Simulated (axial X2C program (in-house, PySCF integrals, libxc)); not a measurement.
**MoS⁺: EOM-IP-CCSD levels**

Aim: EOM-IP-CCSD levels of MoS⁺, with spin–orbit coupling in the Hamiltonian from the start.

Computed with an in-house X2C program for linear molecules on PySCF integrals. Level: two-component X2C with atomic mean-field terms, Mo dyall-cv3z, S dyall-av3z.

All values are calculated.

### Step 1. Input

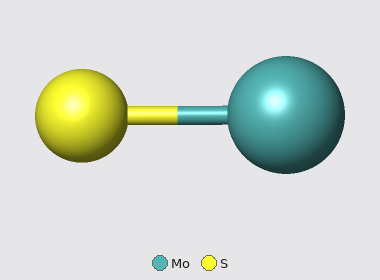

The two atoms at 2.150 Å (molybdenum teal, sulfur yellow).

Input file task.json:

```json
{"zs": [42, 16], "q": 1, "bas": ["dyall-cv3z", "dyall-av3z"], "r0": 2.15, "eom": "ip", "rq": 0, "thr": -2.0, "nmax": 95, "grid": [1, 0.96, 1.045, 0.92, 1.09, 1.15]}
```

Keys: zs atomic numbers; q charge; bas basis sets; r0 starting distance in Å; eom kind of EOM run; thr threshold in hartree for freezing inner shells (an s shell follows its p shell); nmax most natural virtual spinors; grid distances as factors.

On the command line:

```
$ python soeom.py task.json out
```

Further steps of the session: EOM-IP-CCSD at 2.135 Å.

**Question.** What will these runs give? Wanted: next root led by one particle; T1 of the reference; lowest state, Re and ωe.

**Answer**, as computed:

| quantity | value |
| --- | --- |
| lowest root at 2.135 Å | Ω = 1/2, 7.334 eV |
| next root led by one particle | Ω = 3/2, about 10950 cm⁻¹ higher |
| T1 of the reference | 0.067 |
| lowest state, Re and ωe | 2.024 Å, 606 cm⁻¹ |

What this shows: Removing an electron from the reference determinant of MoS costs 7.33 eV and empties a spinor of 22% Mo dσ, 21% Mo sσ, 17% S pπ. The closed-shell reference lies 1.85 eV above the lowest determinant found, so these energies count from an excited configuration. Errors of 0.1 to 0.3 eV are usual at this size, and roots led by higher excitations are left out, so the list is incomplete, and low states of that kind can be missing. T1 or the largest double amplitude of the reference is raised, which lowers the reliability. The bond is 0.022 Å shorter than in the closed-shell reference at CCSD (2.046 Å).
